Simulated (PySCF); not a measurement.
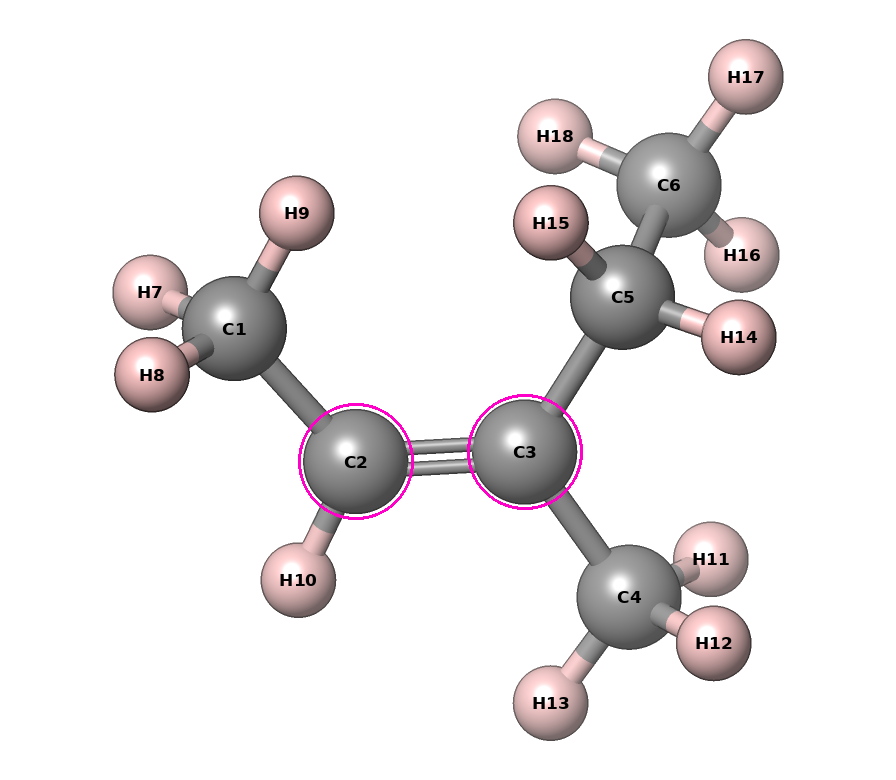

Depth is shown by fading: the farther an atom, the more it takes the colour of the background. Circles mark the stereogenic atoms. The computed structure is the end point of a PBE0-D3(BJ)/def2-SVP optimisation. No frequency run is at hand to confirm it as a minimum.

Question: Give the R/S and E/Z labels.

Answer: C2=C3: Z.

Question: Write the isomeric SMILES.

Answer: C/C=C(/C)CC
